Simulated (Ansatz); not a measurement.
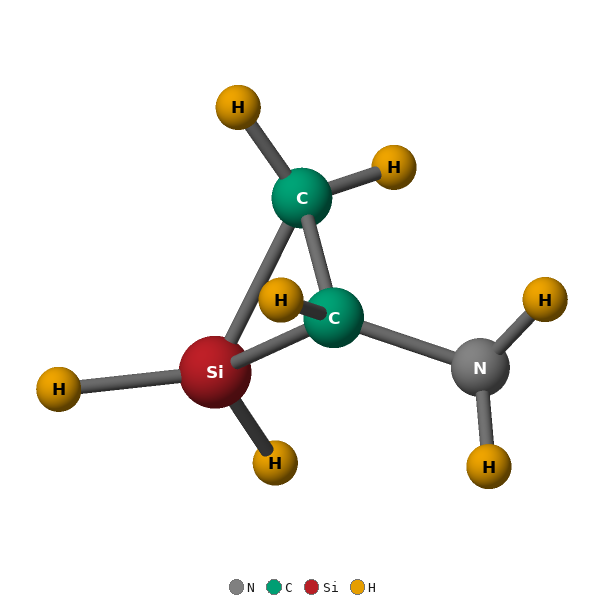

Harmonic vibrations computed with RKS PBE0-D4/def2-TZVP (Ansatz 0.2.0) at a stationary point of the same level.

**Minimum or transition state?**

A minimum: no imaginary frequency, and the lowest mode lies at 198 cm⁻¹.

**How many vibrational modes are there, and where do they lie?**

27 modes: 198, 281, 394, 476, 550, 612, 658, 687, 783, 821, 880, 924, 969, 1001, 1129, 1167, 1248, 1356, 1410, 1652, 2257, 2284, 3051, 3135, 3221, 3508, 3607 cm⁻¹.
